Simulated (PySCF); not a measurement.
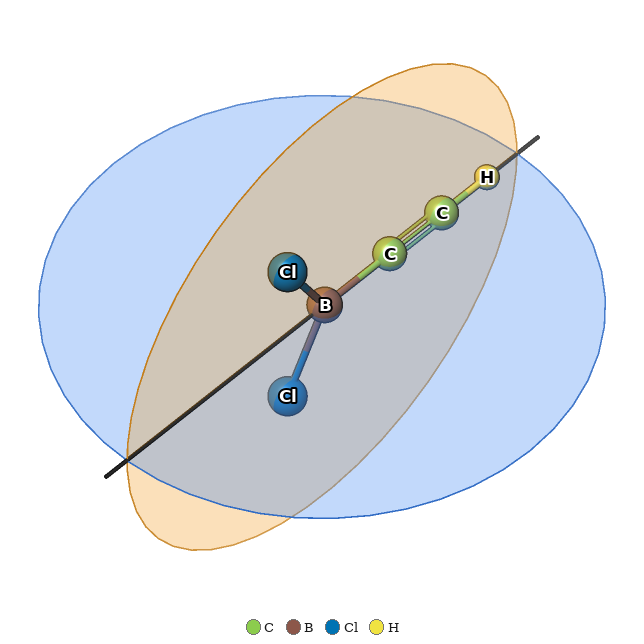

All proper rotation axes (lines) and mirror planes (discs) of the structure are drawn in. Depth is shown by fading: the farther an atom, the more it takes the colour of the background. The computed structure is the end point of a GFN2-xTB optimisation. No frequency run is at hand to confirm it as a minimum.

> What is the order of each axis, and which point group results?

It has 1 C2 axis and 2 mirror planes. Point group C2v. The group has 4 operations. The geometry is achiral, and symmetry allows a dipole moment.
